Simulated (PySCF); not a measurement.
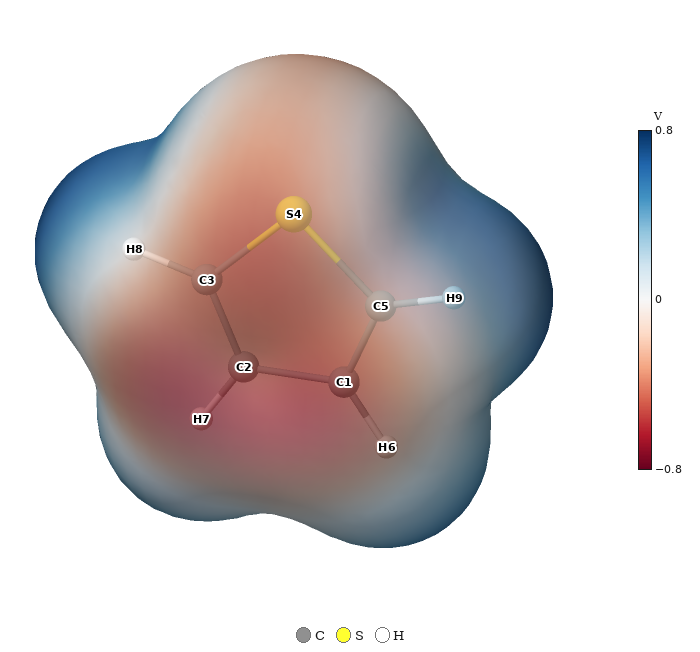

*C4H4S, SMILES `c1ccsc1`. Electrostatic potential on the surface of electron density 0.001 a.u.*

Method: B3LYP/def2-SVP; geometry: GFN2-xTB; program: PySCF. No frequency check shows the geometry to be a minimum. GFN2-xTB bond lengths at metals and heavier atoms can be off by up to 0.1 Å and shapes distorted, which carries into these values.

Geometry (Å), atoms numbered from 1:

```
C1       1.2655    0.7073    0.0000
C2       1.2656   -0.7072    0.0000
C3       0.0126   -1.2258    0.0000
S4      -1.1929   -0.0000    0.0000
C5       0.0125    1.2258    0.0000
H6       2.1593    1.3051    0.0000
H7       2.1594   -1.3049    0.0000
H8      -0.2847   -2.2555    0.0000
H9      -0.2849    2.2554    0.0000
```

**Where are the extremes of the potential on the surface?**

Highest: 0.75 V, 1.3 Å from H8, and at like points elsewhere. Further maxima include 0.59 V, 1.3 Å from H6, and at like points elsewhere. Lowest: −0.62 V, off the molecular plane, over C2 (2.1 Å), and at like points elsewhere. The surface is sampled at points, so like sites can differ by a few per cent and only the strongest of them is named.
